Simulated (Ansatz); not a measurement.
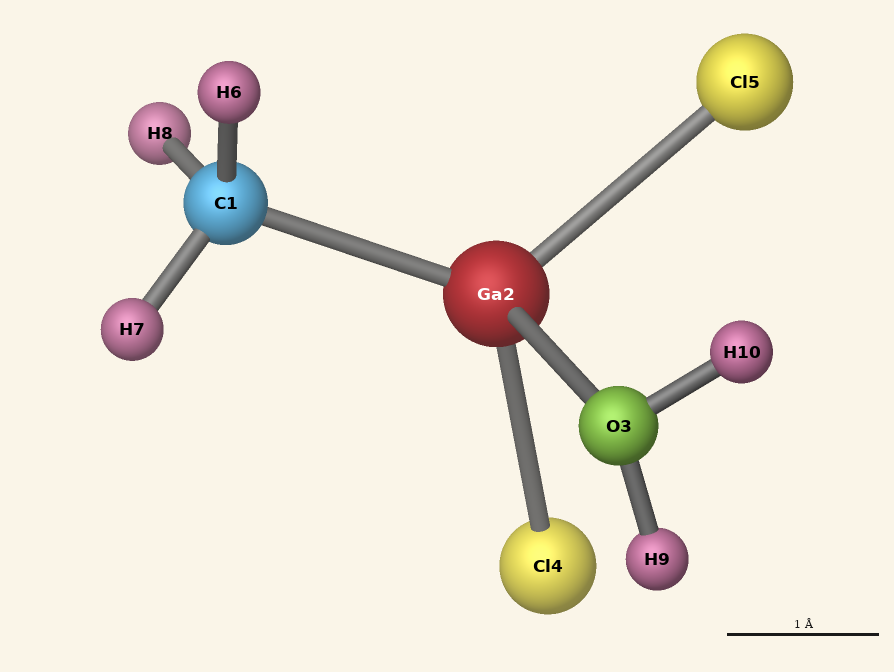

Atoms carry their numbers in the input. The geometry was computed by an optimisation with PBE0-D4/def2-TZVP. No frequency run is at hand to confirm it as a minimum.

What is the geometry at C1?

Answer. C1 has 4 neighbours (Ga2 at 1.95, H6 at 1.09, H7 at 1.09, H8 at 1.09 Å); the arrangement is tetrahedral.

Describe the coordination of atom 3.

Answer. O3 has 3 neighbours (Ga2 at 2.12, H9 at 0.97, H10 at 0.97 Å); the arrangement is trigonal pyramidal.
